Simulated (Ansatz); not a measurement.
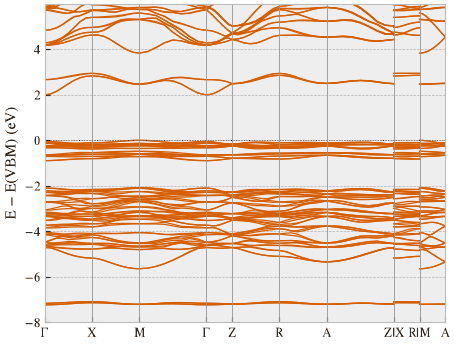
*Band structure from r²SCAN with spin–orbit coupling (plane waves, PAW; program Ansatz)*

Question: Read off the gap and where the band edges lie.

Answer: About 2.0 eV (1.99 eV by a search for the band edges); maximum at M, minimum at Γ.

The material is GaCuBr4 in space group P-42c (No. 112; Ga on 2d, Cu on 2e, Br on 8n).

The first step of the workflow began from a Materials Project structure, measured or hypothetical; the Crystallography Open Database copy checked does not list it. Its standing as an ambient phase is unchecked. The cell was relaxed with r²SCAN under the symmetry of its start; whether a distortion lowers the energy is not shown. No spin polarisation was allowed.

Potentials: the later of the program's two PAW sets.
